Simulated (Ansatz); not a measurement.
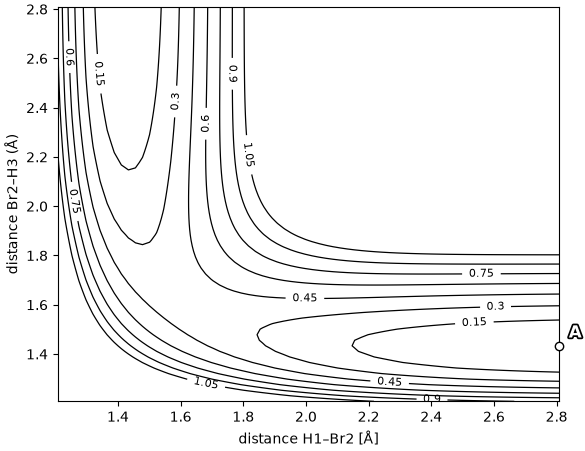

The system H + BrH, spin multiplicity 2. The first coordinate is: distance H1–Br2; the second: distance Br2–H3. Nothing is relaxed (the angle H1–Br2–H3 is fixed at 180 degrees). The scan uses a 17 × 17 grid; 153 points were computed and 136 follow by symmetry. Points are written as (first, second). Energies are in eV, from H far from the relaxed BrH (each part in its own basis). In part of the range the unrestricted reference is strongly spin-contaminated. Level of theory: UKS PBE0-D4/def2-TZVPD in Ansatz 0.2.0.

In the figure: contour lines labelled in eV (none above 1.05), the point A. Between grid points the surface is interpolated.

Question: Find the lowest path from A to the other arm of the map, and its barrier.

Answer: The easiest path runs from the side where the first distance is long, about (2.81 Å, 1.43 Å), to the side where the second distance is long, about (1.43 Å, 2.81 Å). Its highest point, at about (1.62 Å, 1.62 Å), lies about 0.37 eV above the start and 0.37 eV above the end on the interpolated surface. An end on the edge of the scan is no minimum, so the barrier from there is a lower bound.

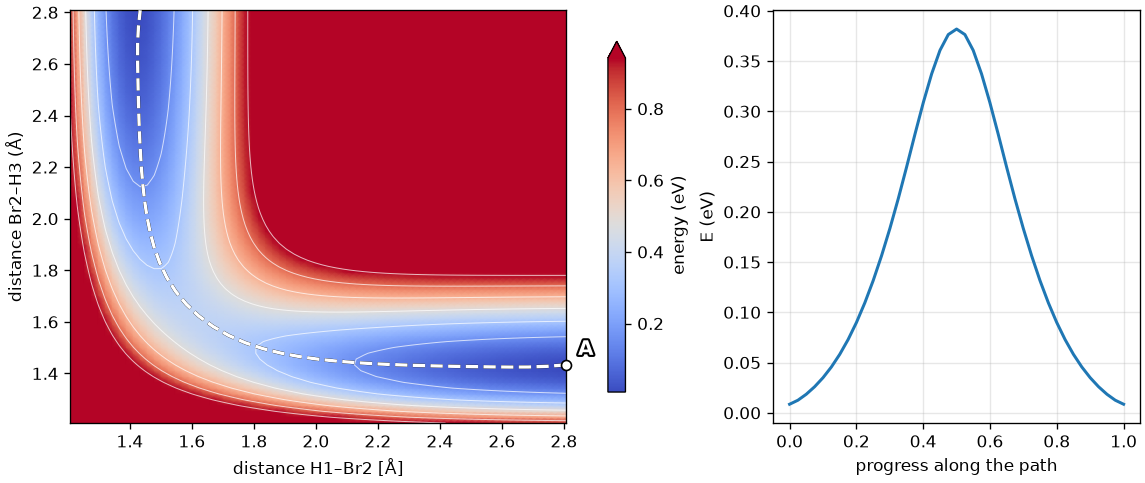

The picture shows a smooth colour map with a few white contour lines, a line along the lowest path, one colour for all values above the top of the scale, the energy along the path at the right. Between grid points the surface is interpolated.
